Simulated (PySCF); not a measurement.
SMILES CC(C)[NH][AlH2] at its GFN2-xTB optimised geometry (Å):

```
15

Al     0.9018     0.9380     0.0000
H      0.1812     2.3049     0.0000
H      2.4448     0.9380     0.0000
N     -0.0031    -0.5985     0.0047
C     -0.4041    -1.2425     1.2542
C      0.3432    -0.5434     2.3783
C     -1.9165    -1.1527     1.4666
H     -0.3953    -1.1064    -0.7818
H     -0.1164    -2.3049     1.2360
H      0.0843    -0.9474     3.3537
H      1.4176    -0.6397     2.2184
H      0.0942     0.5224     2.3543
H     -2.2001    -1.6304     2.4016
H     -2.2165    -0.1072     1.4936
H     -2.4448    -1.6442     0.6523
```

Method: PBE0/def2-TZVP in PySCF. Cells within 0.4 Å of a nucleus heavier than hydrogen are left out (blank, or x).

Map of the HOMO amplitude (bohr^(-3/2)), clipped to [-0.25, 0.25] on the plane z = 0.0 Å; orbital energy -6.18 eV, overall sign arbitrary:

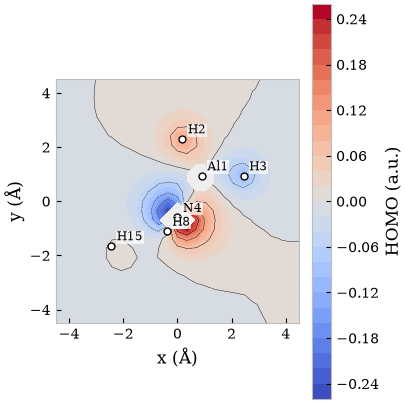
*HOMO amplitude (bohr^(-3/2)), clipped to [-0.25, 0.25] on the plane z = 0.0 Å.*
